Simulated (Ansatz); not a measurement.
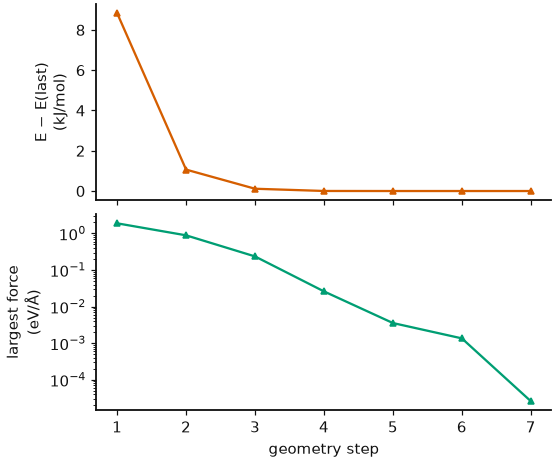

History of a geometry optimisation. CH3Cl (SMILES CCl); HF/def2-SVP, Gaussian basis (Ansatz).

The optimisation met its thresholds at geometry 7, counting the start as the first. The energy fell by about 8.8 kJ/mol from the first step to the last. The largest force goes from about 1.9 eV/Å at the start to 2.6 × 10⁻⁵ eV/Å at the end.
